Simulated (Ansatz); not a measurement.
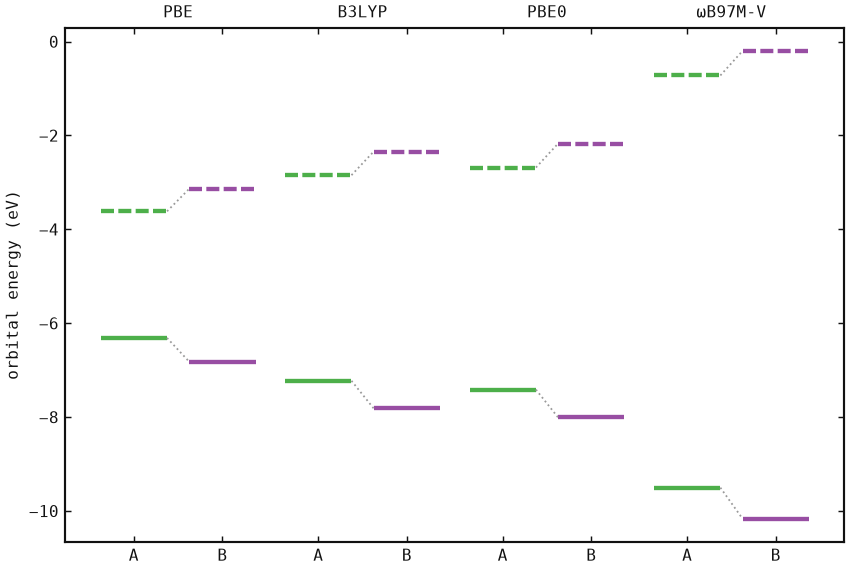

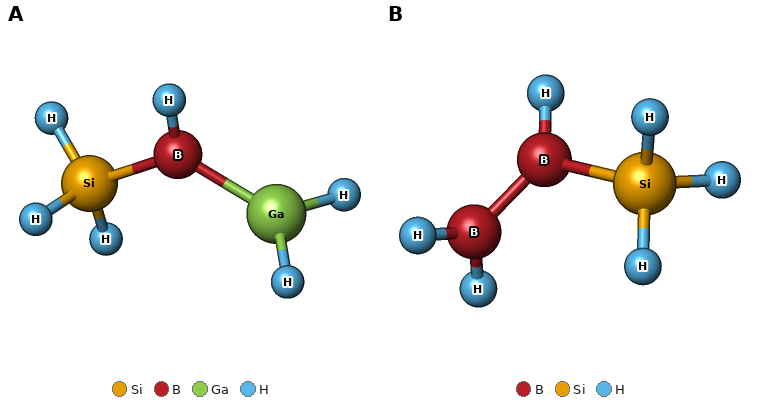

One change: A, GaBSiH₆ (SMILES [SiH3][BH][GaH2]), becomes B, B₂SiH₆ (SMILES BB[SiH3]). GaH₂ on B is replaced by BH₂. HOMO (solid) and LUMO (dashed) computed in def2-TZVPP at PBE0-D4/def2-TZVP geometries, both minima by their frequencies, gas phase, the Ansatz code 0.2.0.

Q: What does the change do to HOMO and LUMO?

A: PBE: the HOMO falls by 0.50 eV, the LUMO rises by 0.48 eV, and the separation goes from 2.70 to 3.68 eV. B3LYP: the HOMO falls by 0.59 eV, the LUMO rises by 0.50 eV, and the separation goes from 4.38 to 5.47 eV. PBE0: the HOMO falls by 0.59 eV, the LUMO rises by 0.51 eV, and the separation goes from 4.73 to 5.83 eV. ωB97M-V: the HOMO falls by 0.66 eV, the LUMO rises by 0.52 eV, and the separation goes from 8.78 to 9.96 eV.

Q: Do the functionals agree on the effect?

A: They agree on the direction for both levels; the HOMO shift lies between −0.66 and −0.50 eV and the LUMO shift between 0.48 and 0.52 eV, while the separations themselves differ by up to 6.3 eV between functionals.
